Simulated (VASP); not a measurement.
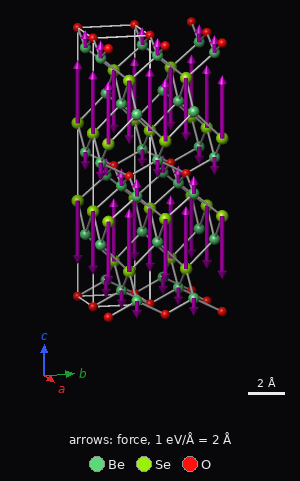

Starting geometry of a crystal of Be3Se2O (a generated structure, set up in I-4m2) with the computed forces as purple arrows. Style: ball-and-stick. Shown: the conventional cell (2 times the calculation's cell), repeated 2 × 2 × 1 with one cell outlined, slightly off an axis. Lengths and directions refer to the drawn axes.

The run lets cell and atoms move.

All numbers below come from VASP 6.6.1, Kohn-Sham DFT of a periodic cell, PBE, VASP PAW PBE potentials, recommended.

Input
```
SYSTEM = Be3Se2O
PREC     = Normal         ! precision mode
ENCUT    = 520            ! plane-wave cutoff, eV
EDIFF    = 1E-4           ! SCF threshold, eV
ISMEAR   = 0              ! smearing method
SIGMA    = 0.15           ! smearing width, eV
LREAL    = .FALSE.        ! projectors in reciprocal space
LASPH    = .TRUE.         ! aspherical terms in the spheres
NELM     = 60             ! most SCF steps
ALGO     = Fast           ! electronic algorithm
ISIF     = 3              ! what is computed and relaxed
LWAVE    = .FALSE.        ! write WAVECAR
LCHARG   = .FALSE.        ! write CHGCAR
GGA      = PE             ! functional
IBRION   = 2              ! ionic algorithm
NSW      = 24             ! ionic steps
EDIFFG   = -0.08          ! ionic threshold
KPAR     = 2
```

Launched with:
```bash
cat potpaw_PBE.64/Be/POTCAR potpaw_PBE.64/Se/POTCAR potpaw_PBE.64/O/POTCAR > POTCAR
mpirun -np 2 vasp_std > vasp.out
```

Question: Is this structure relaxed? If not, where do the atoms go?

Answer: It isn't relaxed: the largest force vector, on Se atoms, is 1.80 eV/Å. The atoms end up moving mostly along the starting forces (cosine between the two patterns 1.00). The largest moves relative to the cell, 0.11 Å, are those of Se atoms. By element the largest moves are Se 0.11 Å, Be 0.03 Å. O stays in place. The volume changes by −3.6 %, with a = b 3.300 → 3.401 Å (+3.1 %), c 15.300 → 13.886 Å (−9.2 %). Among the contacts that change: Be–Se 2.303 → 2.170 Å, Be–Se 2.149 → 2.195 Å. Among the angles between lasting bonds that change: Se–Be–Se 91.5° → 103.2°, Be–Se–Be 91.5° → 103.2°, O–Be–O 126.0° → 133.3°. The space group stays I-4m2 (No. 119). Over 7 geometry steps the energy falls by 93.7 meV per atom. Largest force component: 1.8 eV/Å at the start, 0.07 eV/Å at the end. Pressure: −1.96 GPa at the start and −0.05 GPa at the end. It ran on 2 threads of Intel(R) Xeon(R) Platinum 8259CL CPU @ 2.50GHz (Skylake/Cascade Lake) (shared host).
